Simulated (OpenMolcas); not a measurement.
GeSiH4O2: a line through the functionals

GeSiH4O2: 8 atoms, total charge 0, spin state singlet. SMILES: `[OH][Ge][O][SiH3]`. Geometry: relaxed at PBE0-D4/def2-TZVP. This is one conformer, not always the lowest.

The HOMO–LUMO gap y, in eV, basis def2-SVP; a is the functional's share of exact exchange. Programs: OpenMolcas 26.06.

| functional | program | a | y (eV) |
| --- | --- | --- | --- |
| BLYP | OpenMolcas | 0 | 4.05 |
| r2SCAN | OpenMolcas | 0 | 4.42 |
| B3LYP | OpenMolcas | 0.2 | ? |
| PBE0 | OpenMolcas | 0.25 | 6.05 |
| BHLYP | OpenMolcas | 0.5 | 8.00 |

**Question.** Fit y = c + s·a to the known rows and predict B3LYP.

**Answer.** 
1. Means of the 4 rows: a = 0.1875, y = 5.630.
2. Σ(Δa)² = 0.17188, Σ(Δa·Δy) = 1.29, so the slope is 1.29/0.17188 = 7.5052.
3. Intercept: 5.630 − (7.5052) × 0.1875 = 4.223. The largest residual of the fit is 0.20.
4. B3LYP: 4.223 + (7.5052) × 0.2 = 5.72 eV.

The run gave 5.64 eV, so the prediction is off by +0.08 eV, within the largest residual. Exact exchange lowers occupied levels and raises empty ones. The rows mix families of semi-local functionals, which the line can't see.

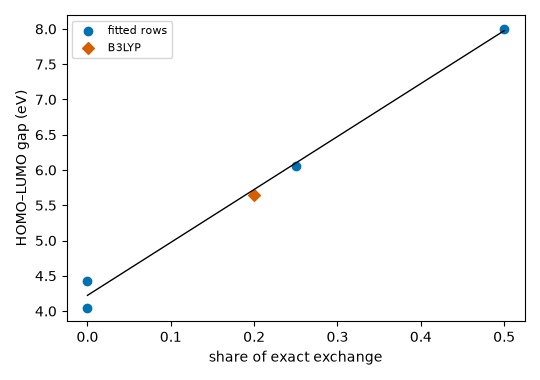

The fitted line, with the withheld row.
